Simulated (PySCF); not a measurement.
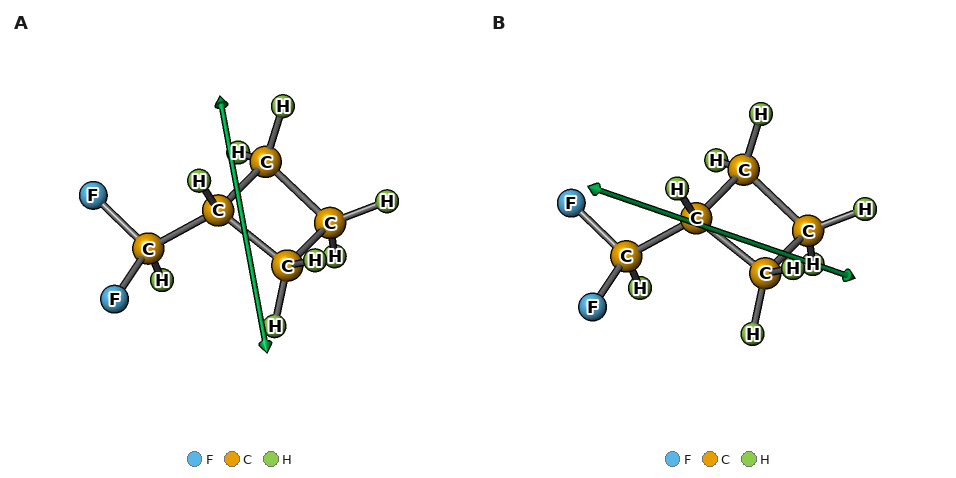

The double arrows show the directions of two transition dipoles from the ground state (lengths mean nothing). The geometry was computed by an optimisation with GFN2-xTB. No frequency run is at hand to confirm it as a minimum. Properties computed with TDDFT PBE0/def2-SVPD, vertical, gas phase, core orbitals frozen in the response (PySCF 2.14.0).

> One belongs to singlet state 1 and one to singlet state 2. Which is which?

A: state 2, 8.49 eV (146 nm), oscillator strength 0.028, mainly HOMO−1 → LUMO (weight 0.97).
B: state 1, 8.43 eV (147 nm), oscillator strength 0.023, mainly HOMO → LUMO (weight 0.95).
